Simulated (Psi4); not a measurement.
# HF/def2-SVPD (core potential) run of InH2F (SMILES [H][In]([H])[F])

Aim: the vertical ionisation energy of InH2F at HF/def2-SVPD (core potential), from 2 runs. 

The results are computed with Psi4 1.11.

7 further runs of the same task are left out: 5 that didn't finish, 2 set aside as unsound or not needed.

## (1) Starting point

The species is InH2F (4 atoms), meant as a singlet with charge 0. As SMILES, `[H][In]([H])[F]`. The shape comes from GFN2-xTB, which is rough for such elements, and wasn't checked as a minimum.

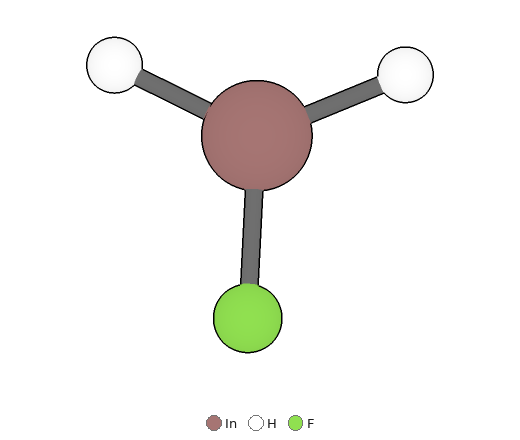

The structure, seen from a chosen angle (indium brown, hydrogen white, fluorine green).

## (2) Energy and forces at HF/def2-SVPD (core potential)

File job.dat:

```
memory 1600 mb

molecule {
  0 1
  In
  H 1 r2
  H 1 r3 2 a3
  F 1 r4 3 a4 2 d4

  r2 = 1.692897
  r3 = 1.691399
  a3 = 131.09329
  r4 = 1.945759
  a4 = 114.52878
  d4 = -179.96108
  units angstrom
  symmetry c1
  no_reorient
  no_com
}

set reference rhf
set puream true
set e_convergence 1e-09
set d_convergence 1e-08
set scf_type pk

E, wfn = gradient("scf/def2-SVPD", return_wfn=True)
oeprop(wfn, "QUADRUPOLE", "MAYER_INDICES", "DIPOLE", title="SCF")
```

Command:

```sh
$ psi4 -n 1 job.dat job.out
```

job.out:

```text
[...]
    !!!  WARNING: ECP capability is in beta. Please check occupations closely.  !!!
[...]
  Running in c1 symmetry.
[...]
  Nuclear repulsion =   67.818380701333382
[...]
  Multiplicity = 1
[...]
  Nalpha       = 16
  Nbeta        = 16
[...]
    Number of basis functions: 71
[...]
   @RHF iter   1:  -289.65884080921836   -1.40878e+00   6.52451e-03 ADIIS/DIIS
[...]
   @RHF iter  10:  -289.73807166346847   -7.04858e-12   5.88814e-09 DIIS
[...]
    Orbital Energies [Eh]
    ---------------------
    Doubly Occupied:
       1A    -26.207720     2A     -5.411728     3A     -3.673947
       4A     -3.665029     5A     -3.663987     6A     -1.453685
       7A     -1.061060     8A     -1.056841     9A     -1.053234
      10A     -1.051927    11A     -1.048111    12A     -0.617307
      13A     -0.571770    14A     -0.565008    15A     -0.509282
      16A     -0.433133
[...]
  @RHF Final Energy:  -289.73807166346847
   => Energetics <=
    Nuclear Repulsion Energy =             67.8183807013333819
    One-Electron Energy =                -611.0253668405721328
    Two-Electron Energy =                 253.4689144757703332
    Total Energy =                       -289.7380716634684177
[...]
  -Total Gradient:
     Atom            X                  Y                   Z
    ------   -----------------  -----------------  -----------------
       1       -0.000020015856    -0.005928053589    -0.003154741757
       2        0.000009589688     0.001831082627    -0.007610268327
       3        0.000009575789    -0.004800992958     0.006685214217
       4        0.000000850379     0.008897963921     0.004079795868
[...]
 Multipole Moments:
 ------------------------------------------------------------------------------------
     Multipole            Electronic (a.u.)      Nuclear  (a.u.)        Total (a.u.)
 ------------------------------------------------------------------------------------
 L = 1.  Multiply by 2.5417464519 to convert [e a0] to [Debye]
 Dipole X            :         -0.0115671            0.0102868           -0.0012803
 Dipole Y            :         14.4312096          -13.3245018            1.1067078
 Dipole Z            :          6.5314864           -6.0329968            0.4984896
 Magnitude           :                                                    1.2137939
 L = 2.  Multiply by 1.3450342976 to convert [e a0^2] to [Debye ang]
 Quadrupole XX       :        -18.5597876            0.0000367          -18.5597509
 Quadrupole XY       :          0.0592606           -0.0550509            0.0042098
[...]
```

It took 2.4 s on 1 thread of AMD EPYC 9R45 (Zen 5), shared host; peak memory 0.24 GiB.

## (3) The doublet cation

File calc.inp:

```
memory 1.6 GB

molecule system {
  1 2
  In     0.069180     0.117330    -0.000190
  H      1.751200    -0.073770     0.013580
  H     -0.891440     1.509340    -0.018860
  F     -0.928940    -1.552910     0.005460
  units angstrom
  symmetry c1
}

set {
  basis def2-SVPD
  reference uhf
  puream true
  e_convergence 1e-09
  d_convergence 1e-08
  scf_type pk
  maxiter 200
}

e, wfn = gradient("scf", return_wfn=True)
```

Command:

```sh
$ psi4 -n 1 calc.inp calc.out
```

calc.out:

```text
[...]
    !!!  WARNING: ECP capability is in beta. Please check occupations closely.  !!!
[...]
  Running in c1 symmetry.
[...]
  Nuclear repulsion =   67.818386914689327
[...]
  Multiplicity = 2
[...]
  Nalpha       = 16
  Nbeta        = 15
[...]
    Number of basis functions: 71
[...]
   @UHF iter   1:  -289.23682195585474   -9.73951e-01   6.52507e-03 ADIIS/DIIS
[...]
   @UHF iter  16:  -289.34083671198744   -1.04592e-11   8.38625e-09 DIIS
[...]
   @S^2 Observed:                8.623652119E-01
[...]
    Orbital Energies [Eh]
    ---------------------
    Alpha Occupied:
       1A    -26.424269     2A     -5.698971     3A     -3.961620
       4A     -3.956107     5A     -3.949099     6A     -1.663772
       7A     -1.358143     8A     -1.347470     9A     -1.342943
      10A     -1.334220    11A     -1.327900    12A     -0.908602
      13A     -0.835921    14A     -0.773186    15A     -0.770234
      16A     -0.769926
    Alpha Virtual:
      17A     -0.188045    18A     -0.156277    19A     -0.116328
      20A     -0.096013    21A     -0.053953    22A     -0.047384
      23A     -0.033191    24A     -0.026728    25A     -0.014869
[...]
  @UHF Final Energy:  -289.34083671198744
   => Energetics <=
    Nuclear Repulsion Energy =             67.8183869146893272
    One-Electron Energy =                -602.5016338277780505
    Two-Electron Energy =                 245.3424102011013304
    Total Energy =                       -289.3408367119874356
  UHF NO Occupations:
  HONO-2 :   14  A 1.9995481
  HONO-1 :   15  A 1.9430062
[...]
 Multipole Moments:
 ------------------------------------------------------------------------------------
     Multipole            Electronic (a.u.)      Nuclear  (a.u.)        Total (a.u.)
 ------------------------------------------------------------------------------------
 L = 1.  Multiply by 2.5417464519 to convert [e a0] to [Debye]
 Dipole X            :          8.6952234           -7.4990949            1.1961285
 Dipole Y            :         14.5408475          -12.5579183            1.9829293
 Dipole Z            :         -0.0478396            0.0412730           -0.0065666
 Magnitude           :                                                    2.3157666
[...]
  -Total Gradient:
     Atom            X                  Y                   Z
    ------   -----------------  -----------------  -----------------
       1        0.035797735847     0.059058668819    -0.000206316004
       2       -0.035977242723    -0.005891891504    -0.000217328670
       3        0.011524426401    -0.034411684533     0.000366209572
       4       -0.011344919525    -0.018755092782     0.000057435102
[...]
```

Wall time 2.5 s (1 thread of AMD EPYC 9R45 (Zen 5), shared host); peak memory 0.24 GiB.

## (4) Outcome

At HF/def2-SVPD (core potential):

| quantity | value |
| --- | --- |
| singlet InH2F: total energy | -289.73807 Eh |
| singlet InH2F: dipole moment | 3.09 D |
| singlet InH2F: HOMO energy | -11.79 eV |
| singlet InH2F: LUMO energy | 0.59 eV |
| singlet InH2F: HOMO–LUMO gap | 12.37 eV |
| singlet InH2F: largest force on an atom | 0.503 eV/Å |
| doublet cation: total energy | -289.34084 Eh |
| doublet cation: HOMO energy (highest over α and β) | -19.08 eV |
| doublet cation: LUMO energy (lowest over α and β) | -9.91 eV |
| doublet cation: ⟨S²⟩ | 0.862 |
| doublet cation: largest force on an atom | 3.551 eV/Å |
| vertical ionisation energy (to the doublet cation) | 10.809 eV |

What this shows: Removing an electron at fixed nuclei costs 10.81 eV (1043 kJ/mol). The largest force (singlet InH2F) is 0.50 eV/Å: the shape isn't a stationary point for this species at this level. The negative HOMO energy of the first species, 11.79 eV, lies 0.98 eV above that difference. ⟨S²⟩ (doublet cation) is 0.86 where a pure doublet has 0.75: the reference is spin-contaminated.
